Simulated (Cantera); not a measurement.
Charge: 1 mol FeS2, 1.9 mol H2S, 1.1 mol O2, held at 2.10 bar.

Equilibrium computed with Cantera from the NASA thermochemical tables; the gas is ideal and each condensed phase is pure. Candidate condensed phases: Fe, FeO, Fe(OH)2, Fe(OH)3, FeS, FeSO4, FeS2, Fe2O3, Fe2(SO4)3, Fe3O4, H2O, H2SO4, S; 22 gas species. FeS: taken at fixed stoichiometry. Gases not in the tables: S3 to S7. The numbers say what is thermodynamically allowed, not how fast it happens.

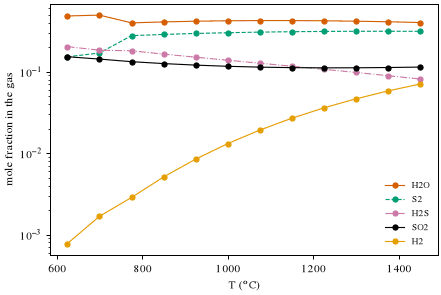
Fig. 1. Equilibrium gas composition (values under 1e-9 drawn at 1e-9)

From 625 °C to 700 °C the condensed part is FeS2(s). From 775 °C to 1150 °C the condensed part is FeS(s). From 1225 °C to 1450 °C the condensed part is FeS(l).
